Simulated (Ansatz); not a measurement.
The parent structure is ZrC in the rock salt structure (space group Fm-3m, No. 225; a = 4.669 Å; relaxed with 0.1 eV smearing). Axes: x, y, z lie along the cube axes.

Structures relaxed with Kohn–Sham DFT with the PBEsol functional, run in Ansatz (an electronic-structure program) with PAW and 420 eV plane waves, no spin-orbit coupling.

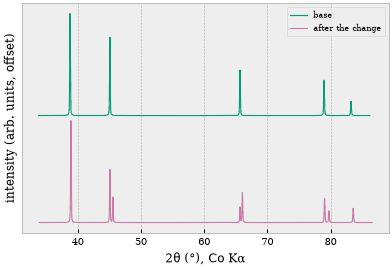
Figure. Simulated powder patterns before (top) and after one change

Problem. What was done to the base?
(A) uniaxial strain ε_zz = −2.50 %
(B) uniaxial strain ε_zz = +2.00 %
(C) uniaxial strain ε_zz = +0.50 %
(D) uniaxial strain ε_zz = −1.00 %

Solution. D, uniaxial strain ε_zz = −1.00 %. Its volume per atom is 12.60 Å³ against 12.72 Å³, and its space group is I4/mmm (No. 139).

Whether these cells are dynamically stable was not tested. The final runs are not spin-polarised.
